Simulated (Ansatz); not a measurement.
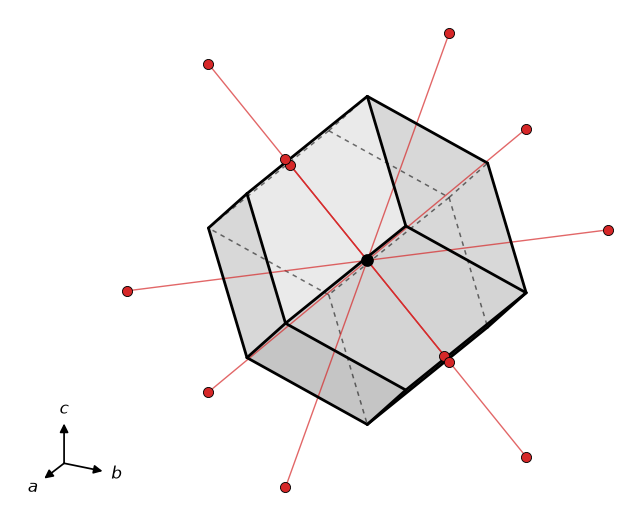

The Wigner–Seitz cell of the crystal's lattice, with lines to the lattice points that define its faces. Crystal: HfH8, coordinates from a relaxation with DFT PBE, scalar-relativistic, plane waves, PAW in Ansatz; the starting structure was generated, so it need not be a known form of this composition. All values are computed from the atomic coordinates in the standard setting (tolerance 0.002 Å).

a = 5.782 Å, b = 5.782 Å, c = 5.782 Å, α = 90.00°, β = 90.00°, γ = 90.00°; lattice centring F.

> Describe the polyhedron.

A rhombic dodecahedron: 12 faces (12 with 4 edges), 24 edges, 14 vertices. Its volume is that of the primitive cell, 48.3 Å³.

> Which lattice vectors do the faces bisect?

```json
{"example": "1/2 a + 1/2 b", "length (Å)": "4.09", "faces": "12", "edges of each": "4", "area (Å²)": "5.9"}
```
